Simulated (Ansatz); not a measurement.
# C2H6MoO2 (SMILES [CH3][Mo]([CH3])(=[O])=[O]): what the fields show

The calculation's input:

```
crystal:
  periodic: [false, false, false]
  atoms:
    - {symbol: C, position_ang: [-0.447807, -0.211302, 1.410083]}
    - {symbol: C, position_ang: [2.141827, 1.494782, -0.182733]}
    - {symbol: Mo, position_ang: [0.072584, 1.186656, -0.061741]}
    - {symbol: O, position_ang: [-0.471234, 0.630441, -1.541751]}
    - {symbol: O, position_ang: [-0.663238, 2.643237, 0.302233]}
    - {symbol: H, position_ang: [-0.086466, 0.151027, 2.388015]}
    - {symbol: H, position_ang: [-1.536666, -0.363280, 1.473078]}
    - {symbol: H, position_ang: [0.028697, -1.177157, 1.169099]}
    - {symbol: H, position_ang: [2.408869, 2.224403, -0.963133]}
    - {symbol: H, position_ang: [2.631010, 0.533775, -0.418060]}
    - {symbol: H, position_ang: [2.503958, 1.871286, 0.789429]}
basis:
  gaussian:
    orbitals: def2-TZVPD
hamiltonian:
  xc: pbe0
output: {forces: true, orbitals: {seedname: orbitals}}
```

Launched as:

```sh
ansatz run input.yaml --threads 2 --pin off --max-ram 5220MiB --events-out events.jsonl --progress --plain --runs-dir runs
```

Geometry: PBE0-D4/def2-SVP; core potentials replace the inner electrons of Mo.

The calculation used Ansatz, isolated molecule in a Gaussian basis; Kohn-Sham density functional theory, functional PBE0.

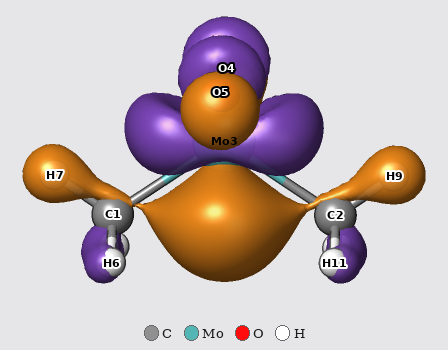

Figure 1. The LUMO at ±0.1 Å⁻³ᐟ² (orange and purple are the two phases), seen across its widest extent.

**Describe this orbital and give its energy.**

By Hirshfeld shares it lies mainly on Mo3 (about 60 %), O4 (about 10 %) and O5 (about 10 %). Its energy is −2.73 eV.

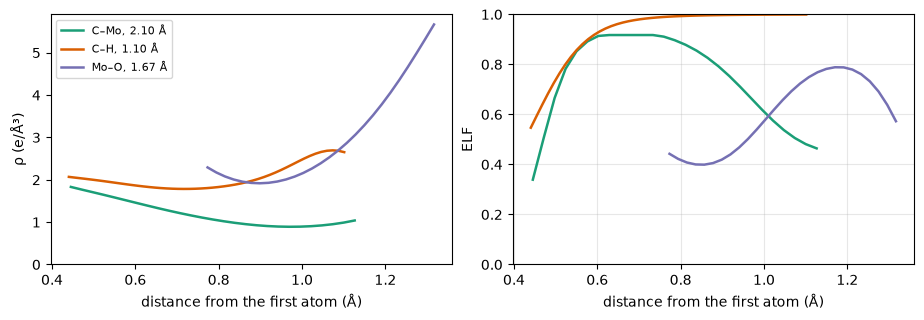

Figure 2. Electron density and ELF along straight lines between neighbouring atoms. The curves leave out the atomic cores.

**What can be read from the curves?**

C–Mo (2.10 Å): ρ is about 0.92 e/Å³ halfway; the ELF peaks at about 0.90 in the valence shell of C, 0.6 Å from its nucleus, and is about 0.55 at the midpoint.
C–H (1.10 Å): ρ is about 1.9 e/Å³ halfway; the ELF climbs to about 1 towards the hydrogen, as it does in any bond to H (a covalent bond by its length).
Mo–O (1.67 Å): ρ at the midpoint is about 2 e/Å³; the ELF peaks at about 0.80 in the valence shell of O, 0.5 Å from its nucleus, and drops to about 0.40 between the two atoms.

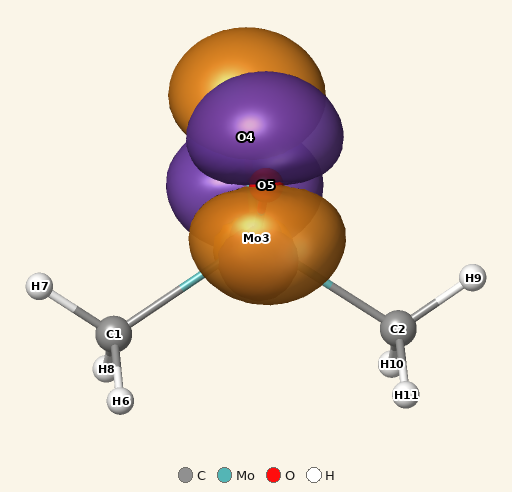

Figure 3. The HOMO−1 at ±0.1 Å⁻³ᐟ² (orange and purple are the two phases), seen at a tilt.

**Describe this orbital and give its energy.**

By Hirshfeld shares it lies mainly on O4 (about 45 %) and O5 (about 45 %); largely a combination of lone pairs on O4 and O5. Its energy is −8.97 eV.
